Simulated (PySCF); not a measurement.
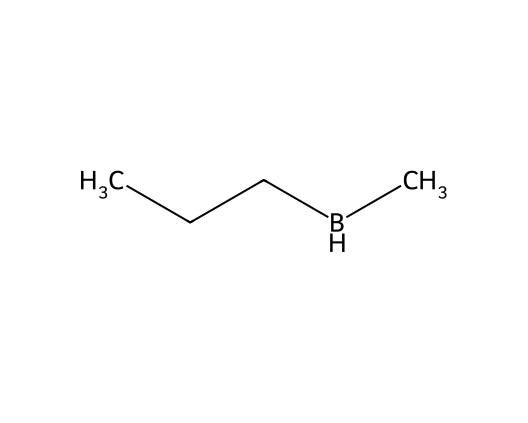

> Give its SMILES.

CBCCC

> What is the molecular formula?

C4H11B.

More results for the same structure follow; atom numbers are the same in all pictures, views and colours differ. The computed structure is the end point of a PBE0-D3(BJ)/def2-SVP optimisation. No frequency run is at hand to confirm it as a minimum.

## NMR shielding

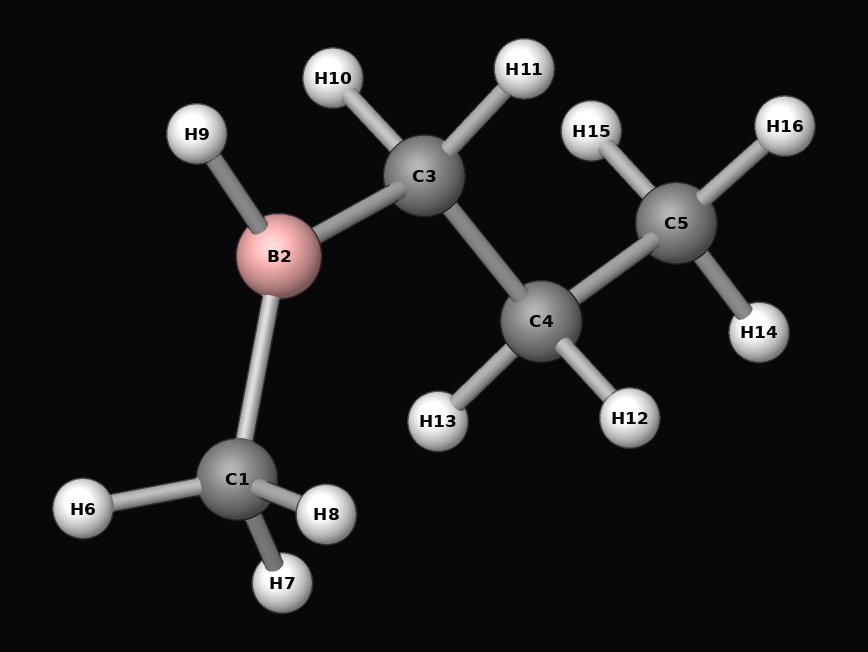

The questions are on isotropic NMR shieldings of the C atoms. No frequency run is at hand to confirm it as a minimum. Properties computed with GIAO PBE0/IGLO-III NMR shielding, non-relativistic, gas phase (PySCF 2.14.0).

List the isotropic NMR shieldings of the C atoms.

```tsv
atom	σ (ppm)
C1	171.0
C3	145.6
C4	161.7
C5	164.9
```

## Electronic properties

No frequency run is at hand to confirm it as a minimum. Properties computed with PBE0/6-311+G(2d,p), gas phase (PySCF 2.14.0).

> What is the HOMO energy (Kohn–Sham orbital)?

−8.34 eV.

> Give the LUMO energy (Kohn–Sham orbital) at this level.

−0.61 eV.

> Estimate the dipole moment.

0.43 D.

## Charges

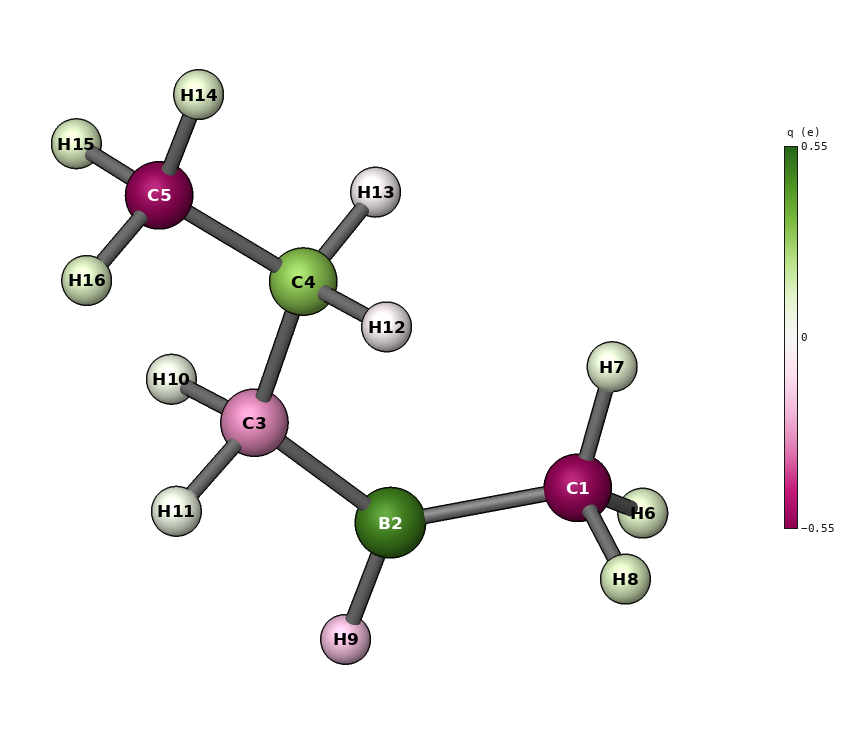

Atoms are coloured by their ESP-fitted charges. No frequency run is at hand to confirm it as a minimum. Method: PBE0/6-31G*, gas phase (PySCF 2.14.0).

> Which atom carries the highest charge (most positive or least negative)?

B2 (0.47 e).

> And the lowest?

C1, C5 (−0.53 e).

Give the ESP-fitted charges atom by atom.

```csv
atom,value (e)
C1,−0.53
B2,0.47
C3,−0.29
C4,0.30
C5,−0.53
H6,0.12
H7,0.10
H8,0.13
H9,−0.20
H10,0.06
H11,0.05
H12,−0.03
H13,−0.03
H14,0.12
H15,0.13
H16,0.13
```
